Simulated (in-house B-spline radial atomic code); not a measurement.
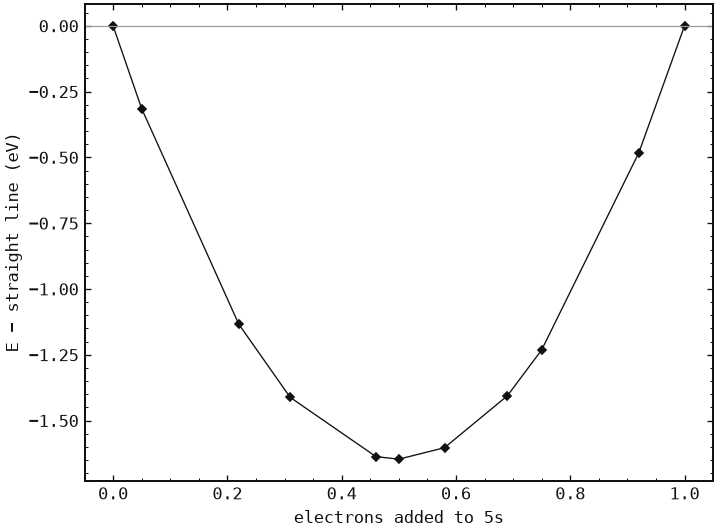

The calculation used an in-house B-spline radial code at this level: scalar-relativistic (spin-free one-electron X2C) LDA (Slater, VWN5), spin-polarised, spherical fractional occupations, Fermi nucleus, basis-set limit. The occupation of the 5s shell is varied from La⁴⁺ ([Kr] 4d10 5s1 5p6 (high spin)) to La³⁺ ([Xe]), with spherical fractional occupations. The plot shows the total energy less the straight line between the end points.

Question: Describe the curve.

Answer: The curve is convex (below the straight line), with the largest deviation among the points computed, −1.65 eV, at 0.5. The end points differ by 68.4 eV, the energy to take the electron out. Convexity is the delocalisation error: fractional charges are too low in energy. The shell lies under occupied ones, so the straight line is a guide here rather than an exact condition.
